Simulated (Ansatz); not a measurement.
## Run report: BSiH$_{5}$SF$_{2}$, single-point calculation

The run: single-point calculation of BSiH$_{5}$SF$_{2}$. Method and program: RKS PBE0-D4/def2-TZVPP (Ansatz 0.2.0).

The geometry is the product side of a reaction. The reaction was set up to form B1–Si6 and S2–H5 and to break B1–S2 and H5–Si6 (atoms counted from 1 in the order of the input); sticks are drawn by distance alone. The geometry comes from this level: PBE0-D4/def2-TZVP.

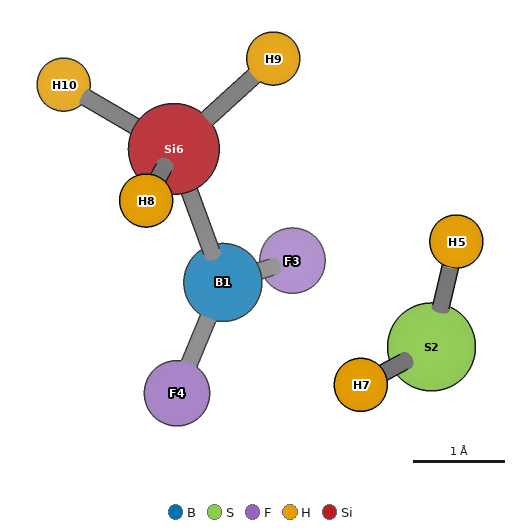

Fig. 1: The structure as given in the input (ball-and-stick view, seen at a tilt; atoms are numbered from 1 in the order of the input).

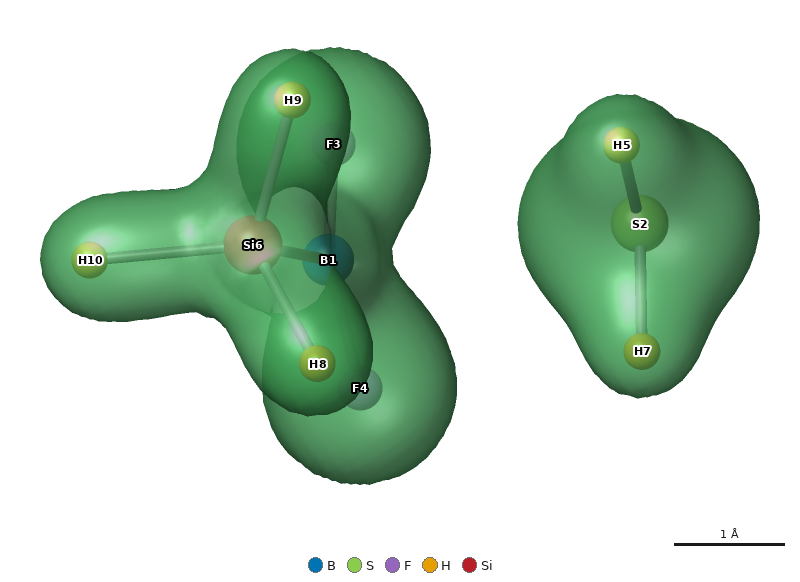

Fig. 2: Isosurface of the electron density at 0.4 e/Å³ (green), seen from the side. At this value the surface falls into two separate pieces. It is pinched off along the B···S (3.04 Å) contacts. On the grid the lowest density along these lines, outside the cores, is 0.09 e/Å³ (B···S, 3.04 Å), 1.5 e/Å³ (B–F, 1.32 Å), 0.73 e/Å³ (Si–B, 2.03 Å) and 1.5 e/Å³ (S–H, 1.34 Å).

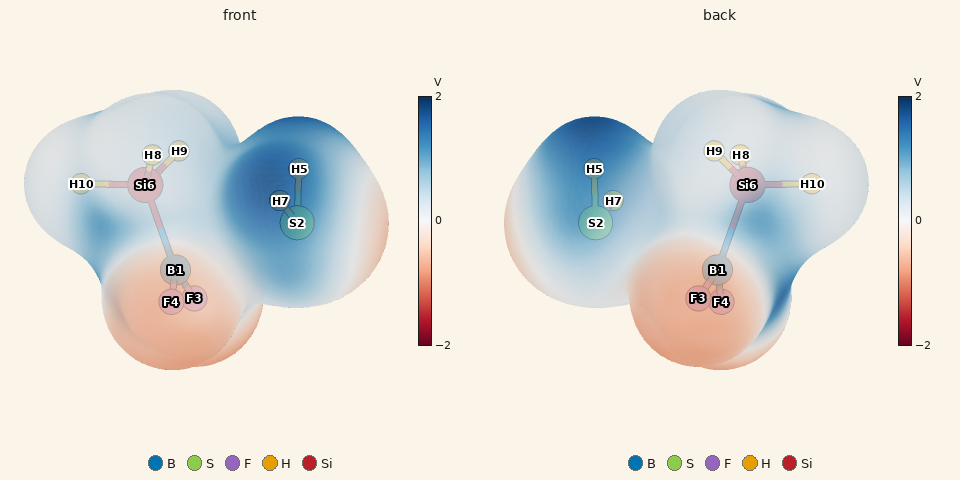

Fig. 3: The molecular electrostatic potential painted on the density surface at 0.002 e/bohr³, seen at a tilt and from behind; the colour scale runs from red (negative) to blue (positive). A positive charge is drawn to the negative regions and a negative charge to the positive ones.

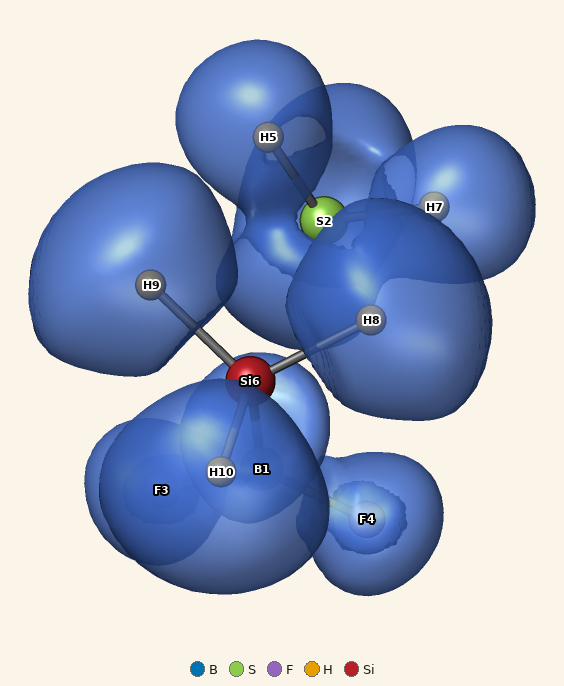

Fig. 4: Isosurface of the electron localisation function at 0.75 (blue), seen at an oblique angle. Core shells and regions of very low density are left out. Values along the shortest contacts: B1···S2 (3.04 Å): the ELF peaks at about 0.95 between the atoms.

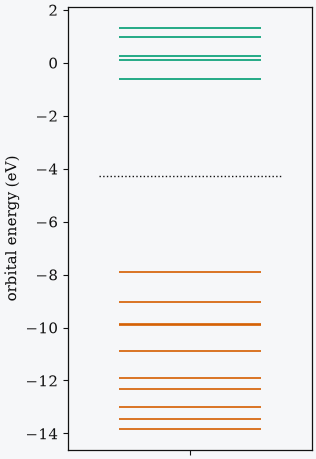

Fig. 5: Orbital energies near the frontier; the dotted line parts filled from empty levels, and levels within 0.02 eV of each other stand side by side. Highest filled −7.92 eV, lowest empty −0.63 eV, 7.29 eV apart.

These pictures come from the run below.

### Input
```yaml
crystal:
  periodic: [false, false, false]
  atoms:
    - {symbol: B, position_ang: [-0.121819, -1.282345, 0.500241]}
    - {symbol: S, position_ang: [1.147345, -0.121780, -2.004584]}
    - {symbol: F, position_ang: [-0.890467, -2.142740, -0.147113]}
    - {symbol: F, position_ang: [1.042291, -1.747187, 0.929077]}
    - {symbol: H, position_ang: [0.379840, 0.945848, -2.274133]}
    - {symbol: Si, position_ang: [-0.775755, 0.575321, 0.990228]}
    - {symbol: H, position_ang: [2.053991, 0.621049, -1.350867]}
    - {symbol: H, position_ang: [0.373044, 1.509320, 1.132716]}
    - {symbol: H, position_ang: [-1.692951, 1.094959, -0.058914]}
    - {symbol: H, position_ang: [-1.515517, 0.547554, 2.283450]}
basis:
  gaussian: {orbitals: def2-TZVPP}
hamiltonian: {xc: pbe0, dispersion: d4}
output: {orbitals: {seedname: orbitals}}
```

Run as:
```bash
ansatz run in.yaml --threads 4 --pin off --events-out ev --progress --plain --max-ram 9574MiB
```

### Log
```
Functional definition: PBE0
  name "PBE0"
  cite "Adamo & Barone, J. Chem. Phys. 110, 6158 (1999) doi:10.1063/1.478522"
  cite "Perdew, Burke & Ernzerhof, Phys. Rev. Lett. 77, 3865 (1996) doi:10.1103/PhysRevLett.77.3865"
  parent pbe
  parameter a = 0.25
  parameter kappa = 0.804
  parameter beta = 0.06672455060314922
  exchange = (1 - a)*pbe_x(kappa = kappa, mu = beta*pi^2/3) + a*exact_x
  correlation = pbe_c(beta = beta)
1382 factors; their error is unknown
mean field evaluation 1: about -24895.1111 eV, gradient 3.8e1 eV
mean field evaluation 2: about -24893.8766 eV, gradient 5.1e1 eV
mean field evaluation 4: about -24897.2566 eV, gradient 1.1e0 eV
mean field evaluation 8: about -24897.3053 eV, gradient 2.0e-1 eV
mean field evaluation 16: about -24897.3053 eV, gradient 4.1e-5 eV
mean field -24897.30533162 eV, -914.9590949373 hartree, gradient 4.1e-5 eV, S^2 0.000000; 0 other end points of the search recorded, 0 dependent functions left out
reference -24897.30536608 eV, -914.9590962038 hartree; 29, 29 occupied and 218, 218 virtual orbitals, 1382 factors
Total energy: -24897.48548421 eV, -914.9657154228 hartree
```

### Results in brief

| quantity | value |
| --- | --- |
| outcome | converged |
| total energy | −24897.4855 eV |
| mean-field energy | −24897.3054 eV |
| dispersion energy | −0.1801 eV |
| SCF solution under orbital rotations | stable |
| HOMO | −7.92 eV |
| LUMO | −0.63 eV |
| hardware | 4 threads of Arm Neoverse V2, 23 GiB of memory available, shared host |
| wall time | 2.7 s (CPU time 10 s) |
| peak memory | 0.62 GiB |
